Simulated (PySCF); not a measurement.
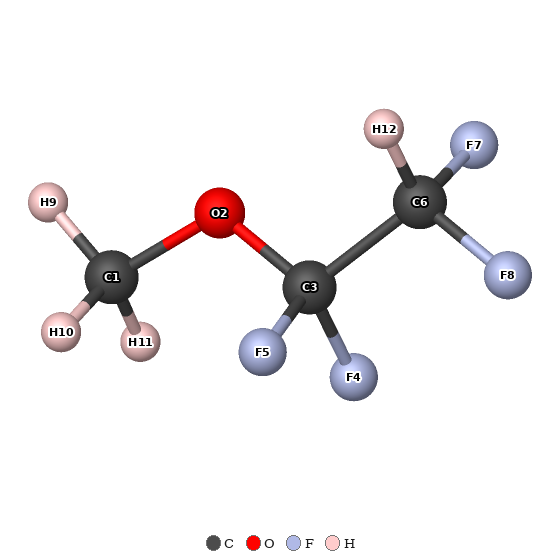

Structure of C₃H₄F₄O (HCF2CF2OMe), SMILES COC(F)(F)C(F)F.

GIAO shifts, BHandHLYP/pcSseg-1 with PySCF, at a PBE0-D3(BJ)/def2-SVP geometry (no frequency check), against TMS for ¹³C, H₂O for ¹⁷O and CFCl₃ for ¹⁹F computed at the same level (¹⁷O: a single water molecule, while the usual scale starts at liquid water and gives values some tens of ppm lower; ¹⁹F: this reference is a hard case for the method, so all values can be off together by tens of ppm, and differences between signals are safer). Gas phase, fully decoupled, line heights follow the number of nuclei, widths are arbitrary (no quadrupolar broadening); values of one conformer, averaged over nuclei that symmetry or rotation about single bonds exchange, these motions taken as fast; other conformers aren't averaged in.

### Predict the ¹³C spectrum.

3 signals.


```tsv
δ (ppm)	nuclei	atoms
117.3	1	C3
108.8	1	C6
48.5	1	C1
```

### How many ¹⁷O lines appear, and where?

1 signal.


```csv
δ (ppm),nuclei,atoms
74.1,1,O2
```

### How many ¹⁹F lines appear, and where?

2 signals.


```csv
δ (ppm),nuclei,atoms
−104.7,2,"F4, F5"
−138.8,2,"F7, F8"
```

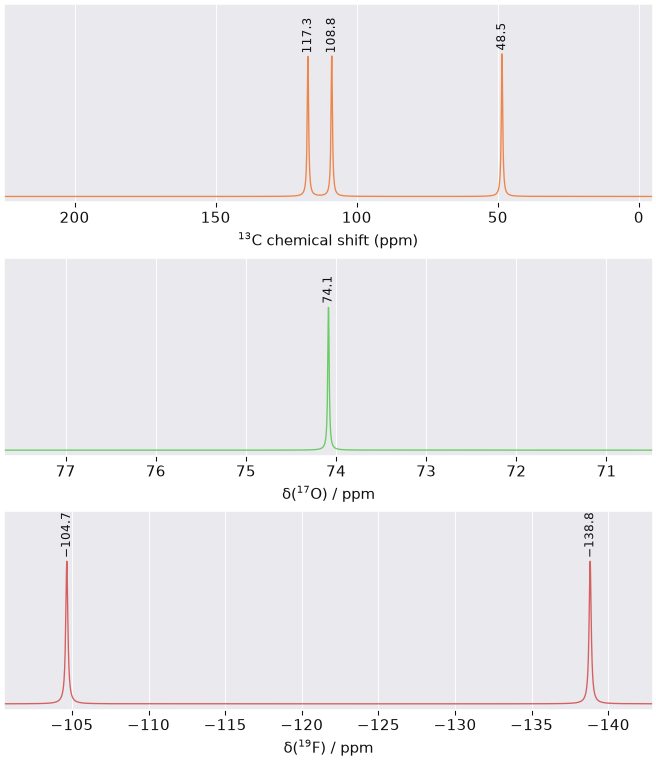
